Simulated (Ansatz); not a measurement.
**A computed series for Zr: response to strain**

Base system: Zr in the hcp (Mg type) structure (space group P6_3/mmc, No. 194; a = 3.2443 Å, c = 5.1580 Å; relaxed with 0.1 eV smearing). Axes: x lies along a and z along c of the hexagonal cell.

Strains are applied to the cell and any free atomic positions relax.

Method: Ansatz (a first-principles code), r2SCAN, PAW, cutoff 500 eV, no spin-orbit coupling.

Notes on the quantities. energy relative to the base: free energy F.

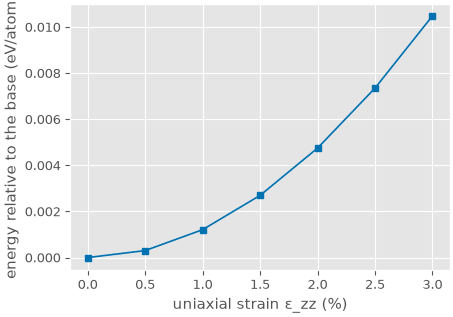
Figure: Energy relative to the base against uniaxial strain ε_zz

```csv
uniaxial strain ε_zz (%),energy relative to the base
0.5,+0.3 meV/atom
1,+1.2 meV/atom
1.5,+2.7 meV/atom
2,+4.7 meV/atom
2.5,+7.4 meV/atom
3,+10 meV/atom
```

Stability against distortions was not tested. The final runs are not spin-polarised.
